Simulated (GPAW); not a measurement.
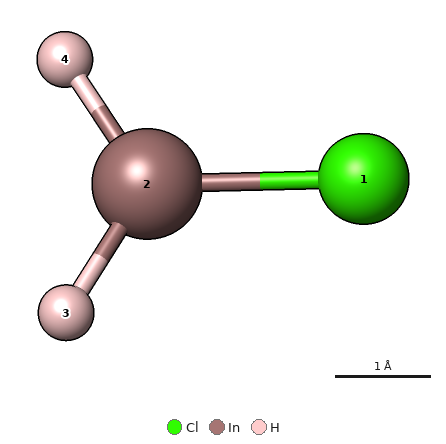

**Figure 1.** The structure (ball-and-stick view, seen at a tilt; atoms are numbered from 1 in the order of the input). Sticks mark near contacts.

**Run report: InH₂Cl, calculation of the molecule and its ions**

System: InH₂Cl, SMILES [Cl][InH2].
Method: RPBE/real-space grid, scalar-relativistic datasets (GPAW 26.7.0).

The geometry comes from this level: GFN2-xTB.

The program's output:
```
__  _  _
 | _ |_)|_||  |
 |__||  | ||/\| - 26.7.0

units:  Angstrom and eV
cores:  1
OpenMP: False

Versions:
  Python: 3.12.14
  ASE:    3.29.0
  Numpy:  2.5.5
  Scipy:  1.18.1
  Libxc:  7.0.0

        _gpaw.cpython-312-aarch64-linux-gnu.so

Input parameters:
  mode=FD(),
  charge=0.0,
  h=0.18,
  maxiter=100,
  occupations=Occupations(name='fermi-dirac', width=0.0, fixmagmom=False),
  symmetry=Symmetry(point_group=False, time_reversal=False),
  xc=XC(name='RPBE')

Diagonalizing LCAO Hamiltonian
Converting LCAO to fd mode
        .----------------------------.
       /|                            |
      / |                            |
     /  |                            |
    /   |                            |
   /    |                            |
  /     |                            |
 *      |                            |
 |      |              H             |
 |      |                            |
 |      |           In               |
 |      |       Cl  H                |
 |      |                            |
 |      .----------------------------.
 |     /                            /
 |    /                            /
 |   /                            /
 |  /                            /
 | /                            /
 |/                            /
 *----------------------------*

Atoms  # Å, Bohr magnetons
|   | symbol |        x |        y |        z |    initial magnetic moments |
|---|--------|----------|----------|----------|-----------------------------|
| 0 |     Cl | 4.500000 | 6.879370 | 4.500000 | ( 0.0000,  0.0000,  0.0000) |
| 1 |     In | 6.402330 | 6.158740 | 5.528180 | ( 0.0000,  0.0000,  0.0000) |
| 2 |      H | 6.824680 | 4.500000 | 5.489470 | ( 0.0000,  0.0000,  0.0000) |
| 3 |      H | 7.416470 | 7.268290 | 6.348030 | ( 0.0000,  0.0000,  0.0000) |

Unit cell  # Å
| periodic |         x |         y |         z |   lengths |    angles |
|----------|-----------|-----------|-----------|-----------|-----------|
|       no | 11.916470 |  0.000000 |  0.000000 | 11.916470 | 90.000000 |
|       no |  0.000000 | 11.768290 |  0.000000 | 11.768290 | 90.000000 |
|       no |  0.000000 |  0.000000 | 10.848030 | 10.848030 | 90.000000 |

Number of symmetries: 1
Symmetry operations  # r_c * U_cc + t_c -> r_c
|   | kind |            matrix            |
|---|------|------------------------------|
| 0 |  E   |  1, 0, 0,  0, 1, 0,  0, 0, 1 |

BZ-sampling:
  Number of BZ points: 1
  Number of IBZ points: 1

  Monkhorst-Pack size: [1, 1, 1]
  Monkhorst-Pack shift: [0, 0, 0]

K-points  # in reciprocal-cell coordinates
|   |                                coordinates |     weight |
|---|--------------------------------------------|------------|
| 0 | (  0.00000000,   0.00000000,   0.00000000) | 1.00000000 |

Uniform wave function grid shape: (np.int64(67), np.int64(63), np.int64(59))
Spin-components: 1 (collinear spins)
Bands:           15
Projectors:      17
Spin-degeneracy: 2
Datatype:        float64

  Storage: CPU
  Wave functions: 29_884_680 bytes (29_884_680 per core)

Parallelization:
  kpt:    1
  domain: 1
  band:   1

Density:
  Valence electrons: 22.0
  Components: 1
  Grid points: [68 64 60]
  Charge: 0.0  # |e|

Potential:
  Grid points: [68 64 60]

species:
  Cl:
    name:    Chlorine
    Z:       17.0
    valence: 7
    core:    10
    charge:  0.0  # [|e|]
    file:    Cl.RPBE.gz
    compensation charges:
      type: gauss
      rc: 0.25  # [Å]
      lmax: 2
    cutoffs:
      filter: 1.40  # [Å]
      core: 1.49  # [Å]
    projectors
    | kind |    occ | energy [eV] | rcut [Å] |
    |------|--------|-------------|----------|
    |   3s |  2.000 |     -20.687 |    0.794 |
    |   3p |  5.000 |      -8.572 |    0.794 |
    |    s |        |       6.524 |    0.794 |
    |    p |        |      18.639 |    0.794 |
    |    d |        |       0.000 |    0.794 |

    Using partial waves for Cl as LCAO basis

  In:
    name:    Indium
    Z:       49.0
    valence: 13
    core:    36
    charge:  0.0  # [|e|]
    file:    In.RPBE.gz
    compensation charges:
      type: gauss
      rc: 0.36  # [Å]
      lmax: 2
    cutoffs:
      filter: 2.09  # [Å]
      core: 2.48  # [Å]
    projectors
    | kind |    occ | energy [eV] | rcut [Å] |
    |------|--------|-------------|----------|
    |   5s |  2.000 |      -8.122 |    1.185 |
    |   5p |  1.000 |      -2.465 |    1.244 |
    |   4d | 10.000 |     -18.638 |    1.148 |
    |    s |        |      19.089 |    1.185 |
    |    p |        |      24.746 |    1.244 |
    |    d |        |       8.573 |    1.148 |

    Using partial waves for In as LCAO basis

  H:
    name:    Hydrogen
    Z:       1.0
    valence: 1
    core:    0
    charge:  0.0  # [|e|]
    file:    H.RPBE.gz
    compensation charges:
      type: gauss
      rc: 0.15  # [Å]
      lmax: 2
    cutoffs:
      filter: 0.85  # [Å]
      core: 0.53  # [Å]
    projectors
    | kind |    occ | energy [eV] | rcut [Å] |
    |------|--------|-------------|----------|
    |   1s |  1.000 |      -6.572 |    0.476 |
    |    s |        |      20.639 |    0.476 |
    |    p |        |       0.000 |    0.476 |

    Using partial waves for H as LCAO basis

Reference energy: -172568.464477  # eV

eigensolver:
  PPCG
  Converge bands: occupied
  niter=2

density mixing:
  MSR1-Mixer
  Pratt-step length: 0.05
  Maximum mixing coefficient: 0.75
  Old densities: 10
  SVD Regularization: 0.005
  Good broyden scale: 1.0
  Trust region scale: 1.0
  Backstep threshold: 4.0
  History deletion threshold: 6.0
  Fourier metric: weight=20.0, sigma=0.015

occupation numbers:
  # Zero width

FastPoissonSolver using
    Stencil: 6*3+1=19 point O(h^6) finite-difference Laplacian
    FFT axes: []
    FST axes: [np.int64(2), np.int64(1), np.int64(0)]

xc functional:
  name: RPBE with 2 nearest neighbor stencil
interpolation: tri-quintic # 5. degree polynomial

Initialization done in: 3.373 s

convergence criteria:
- Maximum [total energy] change in last 3 cyles: 0.0005 eV / valence electron
- Maximum integral of absolute [dens]ity change: 0.0001 electrons / valence electron
- Maximum integral of absolute [eigenst]ate change: 4e-08 eV^2 / valence electron
maximum number of iterations: 100

SCF iterations
|iter     |     time |      energy | eigst |  dens |
|---------|----------|-------------|-------|-------|
|iter:   1| 00:00:05 |  -12.199859 | +0.47 |       |
|iter:   2| 00:00:06 |  -12.039111 | -0.56 | -0.97 |
|iter:   3| 00:00:08 |  -11.085518 | -0.13 | -1.00 |
|iter:   4| 00:00:10 |  -11.038515 | -0.57 | -1.61 |
|iter:   5| 00:00:11 |  -11.039975 | -1.53 | -2.01 |
|iter:   6| 00:00:13 |  -11.041448c| -2.16 | -2.31 |
|iter:   7| 00:00:14 |  -11.041643c| -2.89 | -2.78 |
|iter:   8| 00:00:15 |  -11.041671c| -3.72 | -3.35 |
|iter:   9| 00:00:17 |  -11.041675c| -4.41 | -3.83 |
|iter:  10| 00:00:18 |  -11.041676c| -5.02 | -4.15c|
|iter:  11| 00:00:19 |  -11.041676c| -5.53 | -4.72c|
|iter:  12| 00:00:21 |  -11.041676c| -6.04 | -5.19c|
|iter:  13| 00:00:22 |  -11.041676c| -6.47 | -5.41c|
|iter:  14| 00:00:24 |  -11.041676c| -7.00 | -5.89c|
|iter:  15| 00:00:25 |  -11.041676c| -7.36 | -6.15c|
|iter:  16| 00:00:26 |  -11.041676c| -7.58c| -6.11c|

Converged in 16 steps
SCF loop duration: 22.949 s (1.434 s/step)
Energy contributions relative to reference atoms: (reference = -172568.464477)

Energy contributions:
  Kinetic:          26.002776
  Coulomb:         -26.192723
  Zero:              0.304061
  External:          0.000000
  Xc:              -11.155790
  Entropy:           0.000000
  Spinorbit:         0.000000
  ----------------------------
  Free energy:     -11.041676
  Extrapolated:    -11.041676

dipole moment: (0.313386, -0.117246, 0.168748)  # |e|*Ang

Fermi level: -4.753
Eigenvalues  # (at kpt = [0.000, 0.000, 0.000])
| band index |      eig [eV] | occ [0-2] |
|------------|---------------|-----------|
|          0 |       -20.624 |     2.000 |
|        ... |               |           |
|          3 |       -19.352 |     2.000 |
|          4 |       -19.342 |     2.000 |
|          5 |       -18.633 |     2.000 |
|          6 |       -10.946 |     2.000 |
|          7 |        -8.299 |     2.000 |
|          8 |        -8.046 |     2.000 |
|          9 |        -7.736 |     2.000 |
|         10 |        -6.921 |     2.000 |
|         11 |        -2.585 |     0.000 |
|         12 |        -1.636 |     0.000 |
|         13 |        -0.137 |     0.000 |
|         14 |         0.960 |     0.000 |

Gap: 4.336 eV
Transition (v -> c):
  (s=0, k=0, n=10, [0.00, 0.00, 0.00]) -> (s=0, k=0, n=11, [0.00, 0.00, 0.00])
No difference between direct/indirect transitions
vacuum-level: 0.000  # V
neutral       -11.04168 eV
  __  _  _
 | _ |_)|_||  |
 |__||  | ||/\| - 26.7.0

units:  Angstrom and eV
cores:  1
OpenMP: False

Versions:
  Python: 3.12.14
  ASE:    3.29.0
  Numpy:  2.5.5
  Scipy:  1.18.1
  Libxc:  7.0.0

        _gpaw.cpython-312-aarch64-linux-gnu.so

Input parameters:
  mode=FD(),
  charge=1,
  h=0.18,
  maxiter=100,
  occupations=Occupations(name='fermi-dirac', width=0.0, fixmagmom=True),
  symmetry=Symmetry(point_group=False, time_reversal=False),
  xc=XC(name='RPBE')

timing:  # [seconds]
  Total: 26.348  # ━━━━━━━━━━━━━━━━━━━━━━━━━━━━━━━━━━━━━━━━━━━━━━━━━━━━━━━━━━
  Init:   3.372  # ━━━━━━━╸
  SCF:   22.949  # ━━━━━━━━━━━━━━━━━━━━━━━━━━━━━━━━━━━━━━━━━━━━━━━━━━╸

Max RSS: 675.465  # MiB

Diagonalizing LCAO Hamiltonian
Converting LCAO to fd mode
        .----------------------------.
       /|                            |
      / |                            |
     /  |                            |
    /   |                            |
   /    |                            |
  /     |                            |
 *      |                            |
 |      |              H             |
 |      |                            |
 |      |           In               |
 |      |       Cl  H                |
 |      |                            |
 |      .----------------------------.
 |     /                            /
 |    /                            /
 |   /                            /
 |  /                            /
 | /                            /
 |/                            /
 *----------------------------*

Atoms  # Å, Bohr magnetons
|   | symbol |        x |        y |        z |    initial magnetic moments |
|---|--------|----------|----------|----------|-----------------------------|
| 0 |     Cl | 4.500000 | 6.879370 | 4.500000 | ( 0.0000,  0.0000,  0.2500) |
| 1 |     In | 6.402330 | 6.158740 | 5.528180 | ( 0.0000,  0.0000,  0.2500) |
| 2 |      H | 6.824680 | 4.500000 | 5.489470 | ( 0.0000,  0.0000,  0.2500) |
| 3 |      H | 7.416470 | 7.268290 | 6.348030 | ( 0.0000,  0.0000,  0.2500) |

Unit cell  # Å
| periodic |         x |         y |         z |   lengths |    angles |
|----------|-----------|-----------|-----------|-----------|-----------|
|       no | 11.916470 |  0.000000 |  0.000000 | 11.916470 | 90.000000 |
|       no |  0.000000 | 11.768290 |  0.000000 | 11.768290 | 90.000000 |
|       no |  0.000000 |  0.000000 | 10.848030 | 10.848030 | 90.000000 |

Number of symmetries: 1
Symmetry operations  # r_c * U_cc + t_c -> r_c
|   | kind |            matrix            |
|---|------|------------------------------|
| 0 |  E   |  1, 0, 0,  0, 1, 0,  0, 0, 1 |

BZ-sampling:
  Number of BZ points: 1
  Number of IBZ points: 1

  Monkhorst-Pack size: [1, 1, 1]
  Monkhorst-Pack shift: [0, 0, 0]

K-points  # in reciprocal-cell coordinates
|   |                                coordinates |     weight |
|---|--------------------------------------------|------------|
| 0 | (  0.00000000,   0.00000000,   0.00000000) | 1.00000000 |

Uniform wave function grid shape: (np.int64(67), np.int64(63), np.int64(59))
Spin-components: 2 (collinear spins)
Bands:           15
Projectors:      17
Spin-degeneracy: 1
Datatype:        float64

  Storage: CPU
  Wave functions: 59_769_360 bytes (59_769_360 per core)

Parallelization:
  kpt:    1
  domain: 1
  band:   1

Density:
  Valence electrons: 22.0
  Components: 2
  Grid points: [68 64 60]
  Charge: 1.0  # |e|

Potential:
  Grid points: [68 64 60]

species:
  Cl:
    name:    Chlorine
    Z:       17.0
    valence: 7
    core:    10
    charge:  0.0  # [|e|]
    file:    Cl.RPBE.gz
    compensation charges:
      type: gauss
      rc: 0.25  # [Å]
      lmax: 2
    cutoffs:
      filter: 1.40  # [Å]
      core: 1.49  # [Å]
    projectors
    | kind |    occ | energy [eV] | rcut [Å] |
    |------|--------|-------------|----------|
    |   3s |  2.000 |     -20.687 |    0.794 |
    |   3p |  5.000 |      -8.572 |    0.794 |
    |    s |        |       6.524 |    0.794 |
    |    p |        |      18.639 |    0.794 |
    |    d |        |       0.000 |    0.794 |

    Using partial waves for Cl as LCAO basis

  In:
    name:    Indium
    Z:       49.0
    valence: 13
    core:    36
    charge:  0.0  # [|e|]
    file:    In.RPBE.gz
    compensation charges:
      type: gauss
      rc: 0.36  # [Å]
      lmax: 2
    cutoffs:
      filter: 2.09  # [Å]
      core: 2.48  # [Å]
    projectors
    | kind |    occ | energy [eV] | rcut [Å] |
    |------|--------|-------------|----------|
    |   5s |  2.000 |      -8.122 |    1.185 |
    |   5p |  1.000 |      -2.465 |    1.244 |
    |   4d | 10.000 |     -18.638 |    1.148 |
    |    s |        |      19.089 |    1.185 |
    |    p |        |      24.746 |    1.244 |
    |    d |        |       8.573 |    1.148 |

    Using partial waves for In as LCAO basis

  H:
    name:    Hydrogen
    Z:       1.0
    valence: 1
    core:    0
    charge:  0.0  # [|e|]
    file:    H.RPBE.gz
    compensation charges:
      type: gauss
      rc: 0.15  # [Å]
      lmax: 2
    cutoffs:
      filter: 0.85  # [Å]
      core: 0.53  # [Å]
    projectors
    | kind |    occ | energy [eV] | rcut [Å] |
    |------|--------|-------------|----------|
    |   1s |  1.000 |      -6.572 |    0.476 |
    |    s |        |      20.639 |    0.476 |
    |    p |        |       0.000 |    0.476 |

    Using partial waves for H as LCAO basis

Reference energy: -172568.464477  # eV

eigensolver:
  PPCG
  Converge bands: occupied
  niter=2

density mixing:
  MSR1-Mixer
  Pratt-step length: 0.05
  Maximum mixing coefficient: 0.75
  Old densities: 10
  SVD Regularization: 0.005
  Good broyden scale: 1.0
  Trust region scale: 1.0
  Backstep threshold: 4.0
  History deletion threshold: 6.0
  Fourier metric: weight=20.0, sigma=0.015

occupation numbers:
  Fixed magnetic moment: 1.000
  # Zero width

FastPoissonSolver using
    Stencil: 6*3+1=19 point O(h^6) finite-difference Laplacian
    FFT axes: []
    FST axes: [np.int64(2), np.int64(1), np.int64(0)]

xc functional:
  name: RPBE with 2 nearest neighbor stencil
interpolation: tri-quintic # 5. degree polynomial

Initialization done in: 2.730 s

convergence criteria:
- Maximum [total energy] change in last 3 cyles: 0.0005 eV / valence electron
- Maximum integral of absolute [dens]ity change: 0.0001 electrons / valence electron
- Maximum integral of absolute [eigenst]ate change: 4e-08 eV^2 / valence electron
maximum number of iterations: 100

SCF iterations
|iter     |     time |      energy | eigst |  dens |  magmom |
|---------|----------|-------------|-------|-------|---------|
|iter:   1| 00:00:30 |   -2.499459 | +0.61 |       |  +0.9841|
|iter:   2| 00:00:33 |   -2.321191 | -0.40 | -0.78 |  +0.9849|
|iter:   3| 00:00:36 |   -1.304634 | -0.08 | -0.82 |  +0.9940|
|iter:   4| 00:00:39 |   -1.192796 | -0.37 | -1.04 |  +0.9973|
|iter:   5| 00:00:41 |   -1.068916 | -1.19 | -1.28 |  +0.9978|
|iter:   6| 00:00:44 |   -1.068336 | -1.20 | -1.74 |  +0.9992|
|iter:   7| 00:00:46 |   -1.067056c| -2.01 | -1.98 |  +0.9997|
|iter:   8| 00:00:49 |   -1.067230c| -3.01 | -2.45 |  +1.0000|
|iter:   9| 00:00:51 |   -1.067283c| -3.67 | -3.02 |  +1.0000|
|iter:  10| 00:00:54 |   -1.067300c| -4.31 | -3.32 |  +1.0000|
|iter:  11| 00:00:56 |   -1.067301c| -4.81 | -3.70 |  +1.0000|
|iter:  12| 00:00:59 |   -1.067302c| -5.41 | -4.18c|  +1.0000|
|iter:  13| 00:01:01 |   -1.067302c| -5.96 | -4.61c|  +1.0000|
|iter:  14| 00:01:04 |   -1.067302c| -6.59 | -5.19c|  +1.0000|
|iter:  15| 00:01:07 |   -1.067302c| -7.04 | -5.45c|  +1.0000|
|iter:  16| 00:01:09 |   -1.067302c| -7.46c| -5.61c|  +1.0000|

Converged in 16 steps
SCF loop duration: 40.224 s (2.514 s/step)
Energy contributions relative to reference atoms: (reference = -172568.464477)

Energy contributions:
  Kinetic:          14.611269
  Coulomb:         -13.137662
  Zero:              0.304721
  External:          0.000000
  Xc:               -2.845630
  Entropy:           0.000000
  Spinorbit:         0.000000
  ----------------------------
  Free energy:      -1.067302
  Extrapolated:     -1.067302

dipole moment: (6.289292, 6.211803, 5.465642)  # |e|*Ang

Total magnetic moment: (0.000000, 0.000000, 1.000000)

Local magnetic moments
|        x |        y |        z |
|----------|----------|----------|
| 0.000000 | 0.000000 | 0.176113 |  # Cl   0
| 0.000000 | 0.000000 | 0.046855 |  # In   1
| 0.000000 | 0.000000 | 0.092338 |  # H    2
| 0.000000 | 0.000000 | 0.092820 |  # H    3

Fermi levels: -10.654, -13.504
Eigenvalues  # (at kpt = [0.000, 0.000, 0.000])
| band index |      eig [eV] | occ [0-1] |      eig [eV] | occ [0-1] |
|------------|---------------|-----------|---------------|-----------|
|          0 |       -27.455 |     1.000 |       -27.233 |     1.000 |
|        ... |               |           |               |           |
|          3 |       -26.160 |     1.000 |       -26.147 |     1.000 |
|          4 |       -26.144 |     1.000 |       -26.141 |     1.000 |
|          5 |       -25.464 |     1.000 |       -25.282 |     1.000 |
|          6 |       -17.676 |     1.000 |       -17.274 |     1.000 |
|          7 |       -15.080 |     1.000 |       -14.603 |     1.000 |
|          8 |       -14.961 |     1.000 |       -14.219 |     1.000 |
|          9 |       -14.112 |     1.000 |       -13.966 |     1.000 |
|         10 |       -14.056 |     1.000 |       -13.041 |     0.000 |
|         11 |        -8.267 |     0.000 |        -8.230 |     0.000 |
|         12 |        -7.869 |     0.000 |        -7.412 |     0.000 |
|         13 |        -5.324 |     0.000 |        -5.081 |     0.000 |
|         14 |        -4.427 |     0.000 |        -4.084 |     0.000 |

Gap: 4.775 eV
Transition (v -> c):
  (s=1, k=0, n=10, [0.00, 0.00, 0.00]) -> (s=0, k=0, n=11, [0.00, 0.00, 0.00])
No difference between direct/indirect transitions
vacuum-level: 0.000  # V
oxidised       -1.06730 eV
Vertical IP             9.974 eV
```

This output came from the following input.

The input (ipea.py):
```python
from ase import Atoms
from gpaw import GPAW

atoms = Atoms('ClInHH',
    positions=[[ -1.785870,   0.677770,  -0.966420],
               [  0.116460,  -0.042860,   0.061760],
               [  0.538810,  -1.701600,   0.023050],
               [  1.130600,   1.066690,   0.881610]])
atoms.center(vacuum=4.5)

energies = {}
for name, charge, unpaired in [('neutral', 0, 0), ('oxidised', 1, 1)]:
    atoms.set_initial_magnetic_moments([unpaired / len(atoms)] * len(atoms))
    calculator = GPAW(mode='fd',
                      h=0.18,
                      xc='RPBE',
                      charge=charge,
                      occupations={'name': 'fermi-dirac', 'width': 0.0, 'fixmagmom': unpaired > 0},
                      maxiter=100,
                      symmetry='off',
                      txt='-')
    atoms.calc = calculator
    energies[name] = atoms.get_potential_energy()
    print(f'{name:10} {energies[name]:12.5f} eV')

ip = energies['oxidised'] - energies['neutral']
print(f'Vertical IP             {ip:.3f} eV')
```

Command:
```bash
python ipea.py
```

Summary:

| quantity | value |
| --- | --- |
| outcome | converged |
| ionisation energy | 9.97 eV |
| hardware | 1 thread of Arm Neoverse V1, 24 GiB of memory available, shared host |
| wall time | 70 s |
| peak memory | 0.95 GiB |
